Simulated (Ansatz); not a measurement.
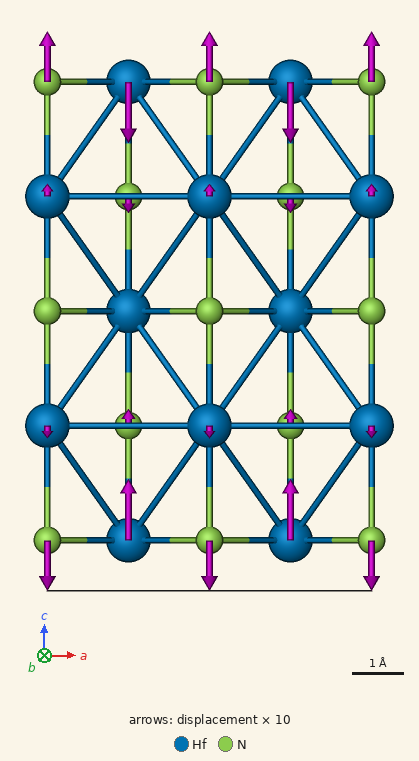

A (1 0 0) slab of HfN as cut from the relaxed bulk. The purple arrows show how the atoms are displaced, magnified 10 times. The picture is a ball-and-stick view of the 2 × 3 repeat of the cell, outlined in the plane, without the vacuum, seen along the b axis.

These are results of DFT r2SCAN, scalar-relativistic, plane waves, PAW (Ansatz), not measurements. (plane-wave cutoff 500 eV; occupations gaussian; smearing width 0.1 eV; no spin polarisation) The k-mesh is chosen for each cell (11×11×15, 11×11×1).

Q: Describe the change and its computed effect.

A: The atoms of the slab are relaxed at the bulk's in-plane cell. The surface energy (mean of the two faces) falls from 1.90 to 1.64 J/m². The top spacing, between the HfN and HfN planes, goes from 2.26 to 2.26 Å (−0.3 %), the bottom one (HfN to HfN) from 2.26 to 2.26 Å (−0.3 %). The top plane rumples by 0.22 Å. The lattice vectors keep their values. The largest moves relative to the layer's centre, 0.12 Å, are those of Hf atoms. Largest moves by element: Hf 0.12 Å, N 0.10 Å. Some distances before and after: Hf–Hf 3.200 → 3.097 to 3.218 Å, Hf–N 2.263 → 2.174 to 2.338 Å.
